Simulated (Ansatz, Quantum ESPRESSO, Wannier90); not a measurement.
# Ballistic channels from Wannier functions: zigzag Be chain, bond 2.15 Å, width 0.8 Å, part 5 of 5

How many channels does the wire offer, and does a small Wannier basis get them right? The wire: zigzag Be chain, bond 2.15 Å, width 0.8 Å.

Quantum ESPRESSO 7.5 and Wannier90 3.1.0; plane-wave DFT, PBE, GBRV ultrasoft pseudopotentials; cross-check by Ansatz 0.2.0 with PAW datasets.

So far. Step 6 (Wannier functions and transport): Bands and channels are those of the Wannier model: bands that were not projected, and all outside the frozen window, are missing or only approximate. Step 6 (Wannier functions and transport): At least 2 of the functions sit far from every atom, off the bonds: the outer window has let in states of the vacuum, so the basis is not the atomic one that was projected.

**10. The same in Ansatz**

As a check, the same structure is run in Ansatz.

Level of this step: plane-wave DFT, PBE, Ansatz PAW (Ansatz 0.2.0).

System of this step: zigzag Be chain, bond 2.15 Å, width 0.8 Å, 2 periods. The cell holds 4 atoms: 4 Be. Its edges and angles: a = 9.000 Å, b = 8.000 Å, c = 7.982 Å, α = 90.0°, β = 90.0°, γ = 90.0°. Vacuum lies along a and b. The structure's axis is c.

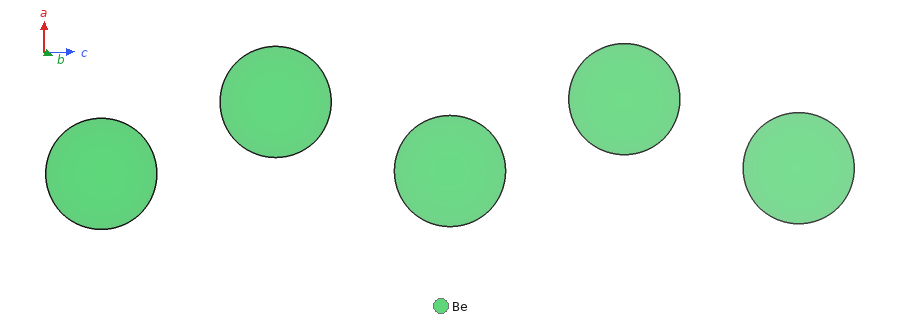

The cell of this step (beryllium green). Some periodic images of atoms are drawn too.

input.yaml

```yaml
crystal:
  lattice:
    - [9.0, 0.0, 0.0]
    - [0.0, 8.0, 0.0]
    - [0.0, 0.0, 7.9824808174]
  atoms:
    - { symbol: Be, position: [-0.0444444444, 0.0, 0.0] }
    - { symbol: Be, position: [0.0444444444, 0.0, 0.25] }
    - { symbol: Be, position: [-0.0444444444, 0.0, 0.5] }
    - { symbol: Be, position: [0.0444444444, 0.0, 0.75] }
kpoints:
  mp_grid: { grid: [1, 1, 10] }
hamiltonian:
  xc: pbe
scf:
  occupations: { method: fermi_dirac, width: 0.05 }
  convergence: { dr2_threshold: 1.0e-08 }
output:
  transmission:
    leads: [[0, 0]]
    e_range: [-4.0, 2.0]
    de: 0.05
    kmesh: [1, 1]
    reduced_basis: true
```

On the command line:

```
$ ansatz run input.yaml --threads 2 --pin off --max-ram 4096MiB --backend cpu --events-out ev --progress --plain --runs-dir out
```

Numbers of over 12 decimals in the logs are rounded to 6 here.

The program printed:

```text
Engine: ansatz 0.2.0, aarch64-unknown-linux-gnu
Pseudopotentials: kind: paw
Pseudopotential: Be, paw, valence charge 2, recommended cutoff 420 eV (normal), Be.paw.azcp
Functional definition: PBE
  parameter kappa = 0.804
  parameter beta = 0.066725
  exchange = pbe_x(kappa = kappa, mu = beta*pi^2/3)
  correlation = pbe_c(beta = beta)
Crystal: 4 atoms, lattice volume = 574.739 Å³
Basis set: ecut = 420 eV, 11195 PW (Γ)
Bands: 8, of which v1, the nominal top of the filled ones, is band 4 counted from 1 (3 counted from 0)
Symmetry: 16 space group operations
Space group: Pmma (ITA 51), of the structure as read, at distance tolerance 8.3e-5 Å
k-points: 6 of 10
Non-local potential: Be, projectors of the file, l = 0: 2, l = 1: 2, l = 2: 1
PAW form: soft (Blöchl's): semilocal exchange-correlation on the pseudo side does not see the compensation charge
PAW one-centre angular grid: Be, 110 points (default); XC on 64 Gauss nodes
Initial density: superposition of atomic densities (neutral atoms: chi_scale 0, normalization atom), corrected by the library's trained network
Initial wavefunctions: pseudopotential atomic-orbital guess
Functional: x = pbe(κ = 0.804, μ = 0.219515), c = pbe(β = 0.066725)
SCF iter   1: F=—  HF=-360.251667 eV  |F-HF|=—  |Δ(HF+E_count)|=         —  Δρ=2.28e-3  dr2=5.97e-2  ethr=1.77e-3  ⟨swp⟩=9.7  Hψ=542  notcnv=0
preconditioner: auto → LDOS  [insulator: Δε(μ)=0.111 eV  Ē_g=3.101 eV  σ=0.050 eV  W_gap=0.50  n_scr=26 (ndim 8)  ℏωp=4.4 eV  f_vac=0.545  D(μ)=5.43/eV (n_scr^D=18)  ε∞_Penn≈3.0  β→1.0]
SCF iter   2: F=—  HF=-360.251032 eV  |F-HF|=—  |Δ(HF+E_count)|=   6.35e-4  Δρ=1.10e-3  dr2=1.09e-2  ethr=7.46e-4  ⟨swp⟩=3.0  Hψ=132  notcnv=0
SCF iter   3: F=—  HF=-360.254284 eV  |F-HF|=—  |Δ(HF+E_count)|=   3.25e-3  Δρ=4.09e-4  dr2=2.19e-3  ethr=1.36e-4  ⟨swp⟩=3.0  Hψ=91  notcnv=0
SCF iter   4: F=—  HF=-360.254740 eV  |F-HF|=—  |Δ(HF+E_count)|=   4.57e-4  Δρ=1.01e-4  dr2=1.51e-4  ethr=2.74e-5  ⟨swp⟩=2.0  Hψ=73  notcnv=0
SCF iter   5: F=—  HF=-360.254825 eV  |F-HF|=—  |Δ(HF+E_count)|=   8.48e-5  Δρ=1.52e-5  dr2=3.76e-6  ethr=1.88e-6  ⟨swp⟩=2.5  Hψ=73  notcnv=0
SCF iter   6: F=—  HF=-360.254841 eV  |F-HF|=—  |Δ(HF+E_count)|=   1.56e-5  Δρ=3.07e-6  dr2=1.36e-7  ethr=4.70e-8  ⟨swp⟩=2.3  Hψ=76  notcnv=0
SCF iter   7: F=-360.254841 eV  HF=-360.254841 eV  |F-HF|=2.30e-10  |Δ(HF+E_count)|=   7.72e-8  Δρ=4.80e-7  dr2=4.21e-9  ethr=1.25e-10  ⟨swp⟩=3.3  Hψ=202  notcnv=0
SCF 1 converged in 7 iterations: F = -360.254841 eV  dr2 = 4.21e-9
  greatest PAW one-centre occupation: 0.417 electrons in one spin orbital (limit 2), on the Be atom at site 3 (counted from 0), in its partial waves of l = 0
transmission: 10 of 60 steps passed
transmission: 20 of 60 steps passed
[...]
transmission: 60 of 60 steps passed
SCF converged after 7 iterations
Free energy (F): -360.254841 eV
Harris-Foulkes:  -360.254841 eV  (|F-HF|=2.30e-10)
Internal energy: -360.205996 eV  (E = F + TS)
E sigma→0 (E₀):  -360.230419 eV
Entropy (-TS):   -0.048845 eV (-12.211 meV/atom)
Fermi energy:    -2.843618 eV
--- Per-component energies (eV) ---
  E_band       = -41.342897
  E_kinetic    = 57.445365
  E_local      = -213.317887  (includes V_loc(G=0)·N_el)
  E_nonlocal   = 23.491072
  E_hartree    = 80.762902
  E_xc         = -64.981100
  E_vxc        = -64.425995  (∫ρ·V_xc dr)
  E_paw        = -238.462692  (= ΣΔE_a)
  E_vpaw       = -6.062156  (= ΣTr[D̂ρ^β])
  E_aug_tail   = -0.000002  (compensation charges beyond the density's cutoff)
  E_ewald      = -5.143655
  E_smearing   = -0.048845  (= −TS)
  E_closure    = 0.000000  (closes the sum)
  Σ components = -360.254841   (vs F -360.254841, Δ=0.00e0)
--- Band table (eV; the first three rows and the last of 6) ---
  k-point 0: bands = ["-7.0753", "-5.4409", "-5.4409", "-2.9932", "-2.7132", "-2.3603", "-1.1322", "-1.1322"]
  k-point 1: bands = ["-7.0584", "-5.7425", "-5.1138", "-2.9741", "-2.6910", "-2.4292", "-1.4640", "-0.9464"]
  k-point 2: bands = ["-7.0079", "-6.0163", "-4.7642", "-2.9188", "-2.6244", "-2.6203", "-1.7716", "-1.3104"]
  k-point 5: bands = ["-6.6569", "-6.6569", "-3.6333", "-3.6333", "-2.5038", "-2.5038", "-2.1603", "-2.1603"]
--- Transmission ---
  basis      : 629 plane waves across, 10 finite elements along
  points     : 1, standing for a mesh of 1 x 1
  energies   : 121 from -4.000000 to 2.000000 eV about the Fermi level, 0.050000 eV apart; the leads are filled to 0.000000 eV, and channels, transmission and decay are at 0.000000 eV
  crystal 0  : Be4, at the sites [0, 0], period 7.9825 Å: whole cells are its period
    offset         : up to 0.0000 Å between an atom of the period and one for which it stands
    channels       : 0.000000e0 a spin
    conductance    : none, the energies end too early or step too widely for 300 K: set another output.transmission.e_range or a lower de, or, where they end at an eighth of basis.ecutwfc, a higher one
    slowest decay  : 0.0195 /Å at (0.0000, 0.0000)
```

Wall time 67 s (2 threads of Arm Neoverse V1, shared host); peak memory 0.59 GiB; 2.2 min of CPU time.

Read from the output:

* free energy: -360.2548 eV
* energy at zero smearing: -360.2304 eV
* smearing term TS: 0.04884 eV
* Fermi energy: -2.844 eV
* symmetry operations: 16
* lead channels at the Fermi level, one spin: 0

Per spin. Table of open channels by energy, zero at the Fermi level:

| energy (eV) | open channels |
| --- | --- |
| -4.000 | 1 |
| -3.500 | 1 |
| -3.000 | 1 |
| -2.500 | 1 |
| -2.000 | 1 |
| -1.500 | 1 |
| -1.000 | 1 |
| -0.500 | 1 |
| 0.000 | 0 |
| 0.500 | 2 |
| 1.000 | 2 |
| 1.500 | 2 |
| 2.000 | 2 |

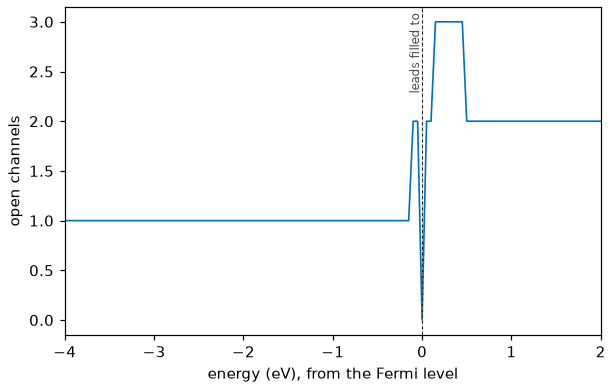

Open channels, plotted against energy.

**11. Summary of results**

* open channels at the Fermi level, per spin: 0
* gap in the conductance, to one step of the energy grid: 0.08 eV
* total spread: 19.5 Å²
* gauge-invariant spread: 16.5 Å²
* largest band misfit in the frozen window: 0.00755 eV
* channels at the Fermi level by Ansatz: 0

**Reading.** The wire has no channel at the Fermi level: its conductance has a gap of 0.08 eV. Between -4 and 1.5 eV the channel count from Wannier functions equals that from Ansatz's layer matching at 98 % of the energies; outside the frozen window the Wannier bands are not held to the plane-wave ones. A band edge of the lead lies within 0.06 eV of the Fermi level, so the channel count there hangs on small shifts and on temperature. Each plane-wave level in the frozen window has a Wannier level within 0.01 eV; this test doesn't see extra bands that a model may add. At least one function lies in the vacuum, so the spreads don't describe atomic orbitals, though the frozen bands are still reproduced. The wire is perfect, so the conductance only counts bands: each channel, with its partner of the other spin, carries G₀ = 2e²/h. It was run without spin polarisation, which was not tested. It is as built, with forces up to 0.9 eV/Å; relaxing the bonds would move the band edges.

[Logs are printed without paths, hosts, clocks, repeated set-up lines and the standing remarks that a program may print on its own settings, such as how far it seeks lower states.]

[Hosts, paths, dates, database ids (printed as entryN), source tags and the programs' standing remarks are cut or masked in the printed files.]

[Maps of the electrostatic potential energy from Ansatz leave out the sawtooth potential of an applied field or a dipole correction, so their vacuum need not be flat; planar profiles and work functions include it.]
